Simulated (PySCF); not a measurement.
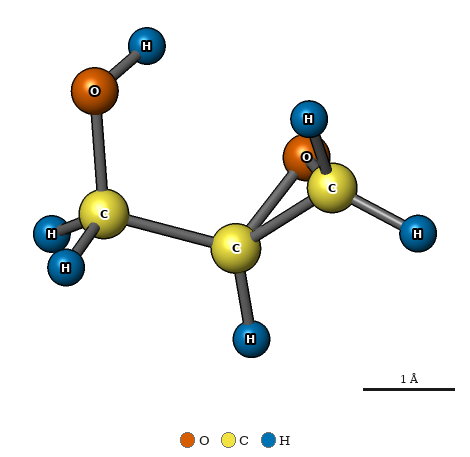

**Figure 1.** The structure as given in the input (ball-and-stick view, seen at a tilt). Bond lengths as drawn: C–C 1.46 to 1.52 Å, C–H 1.09 to 1.10 Å, C–O 1.40 Å and H–O 0.97 Å.

## C$_{3}$H$_{6}$O$_{2}$: NMR shielding calculation

C$_{3}$H$_{6}$O$_{2}$, SMILES OC[C@@H]1CO1, computed with GIAO HF/pcSseg-1 NMR shielding, non-relativistic, IEF-PCM acetone (PySCF 2.14.0).

The geometry comes from this level: GFN1-xTB. Figures and captions count atoms from 1; the log counts them from 0 in places.

**Input**
```
{"job": {"xc": "HF", "basis": "pcSseg-1", "solvent": "acetone", "kind": "nmr", "pop": false}, "charge": 0, "multiplicity": 1}
O     -1.529512     0.620919     0.537424
C     -1.058751    -0.564925    -0.048525
C      0.413893    -0.425160    -0.416352
C      1.298577     0.425358     0.378432
O      0.786234     0.854360    -0.856975
H     -1.199354     1.361878     0.003936
H     -1.186257    -1.377421     0.676971
H     -1.633636    -0.815875    -0.956085
H      0.840144    -1.249618    -0.990417
H      2.368693     0.229363     0.395693
H      0.905394     0.943792     1.249935
```

The first line tells a small driver script what to run in PySCF; the rest is the geometry in Å.

Machine: 1 CPU thread, shared host.

Launched with:
```bash
OMP_NUM_THREADS=1 python <driver script> task.json out
```

**Output**
```
final grid: 88272 points
cycle   1  E = -266.6183680851  dE =  1.173e+00  |g| = 7.109e-01  |ddm| = 2.756e+00
cycle   2  E = -266.7034531130  dE = -8.509e-02  |g| = 4.149e-01  |ddm| = 6.095e-01
cycle   3  E = -266.7334786634  dE = -3.003e-02  |g| = 6.363e-02  |ddm| = 2.497e-01
cycle   4  E = -266.7346146342  dE = -1.136e-03  |g| = 1.684e-02  |ddm| = 6.516e-02
cycle   5  E = -266.7346928304  dE = -7.820e-05  |g| = 4.275e-03  |ddm| = 2.018e-02
cycle   6  E = -266.7346987395  dE = -5.909e-06  |g| = 1.381e-03  |ddm| = 5.702e-03
cycle   7  E = -266.7346994979  dE = -7.584e-07  |g| = 4.876e-04  |ddm| = 2.267e-03
cycle   8  E = -266.7346996009  dE = -1.030e-07  |g| = 1.138e-04  |ddm| = 8.511e-04
cycle   9  E = -266.7346996079  dE = -6.979e-09  |g| = 2.429e-05  |ddm| = 2.115e-04
cycle  10  E = -266.7346996082  dE = -2.975e-10  |g| = 8.701e-06  |ddm| = 3.744e-05
converged SCF energy = -266.7346996082

GIAO shielding tensors (ppm)
atom      isotropic    diamagn.    paramagn.     s11        s22        s33       span
  0 O      351.084     392.697     -41.612    318.449    340.504    394.299     75.850
  1 C      137.442     238.353    -100.912    118.372    124.359    169.594     51.222
  2 C      150.038     249.168     -99.130    100.604    154.093    195.418     94.814
  3 C      157.139     250.039     -92.900    109.796    174.621    187.001     77.204
  4 O      380.197     399.635     -19.438    238.834    425.367    476.391    237.557
  5 H       29.836      31.984      -2.149     18.023     29.992     41.492     23.470
  6 H       28.134      28.054       0.080     24.147     26.420     33.836      9.689
  7 H       27.894      28.270      -0.375     22.945     26.602     34.136     11.192
  8 H       29.057      29.880      -0.823     22.847     25.960     38.365     15.518
  9 H       29.195      29.428      -0.233     23.414     25.677     38.493     15.079
 10 H       29.198      30.310      -1.112     22.955     28.585     36.054     13.099
```

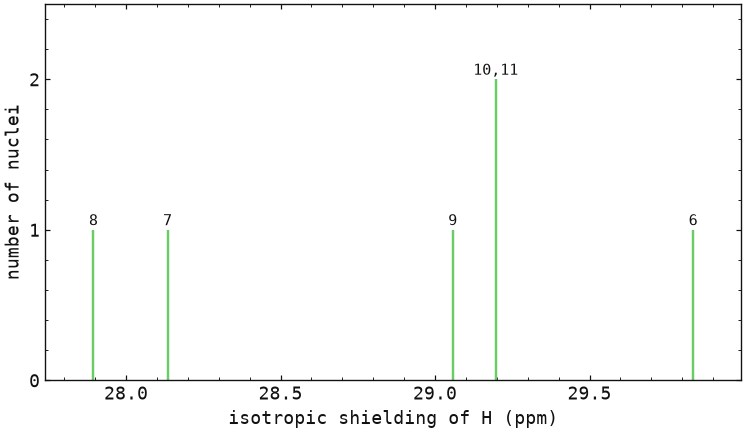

**Figure 2.** Isotropic shieldings of the hydrogen nuclei in this fixed geometry, labelled by atom number; shielding grows to the right, so chemical shift grows to the left. The least shielded is H8 (27.9 ppm), the most shielded H6 (29.8 ppm).

**Summary**

```tsv
quantity	value
outcome	converged
total energy	−266.734700 hartree
HOMO	−11.65 eV
LUMO	4.86 eV
dipole moment	2.59 D
isotropic shielding, O	351.1 to 380.2 ppm
isotropic shielding, C	137.4 to 157.1 ppm
isotropic shielding, H	27.9 to 29.8 ppm
wall time	1.6 s
peak memory	0.54 GiB
```
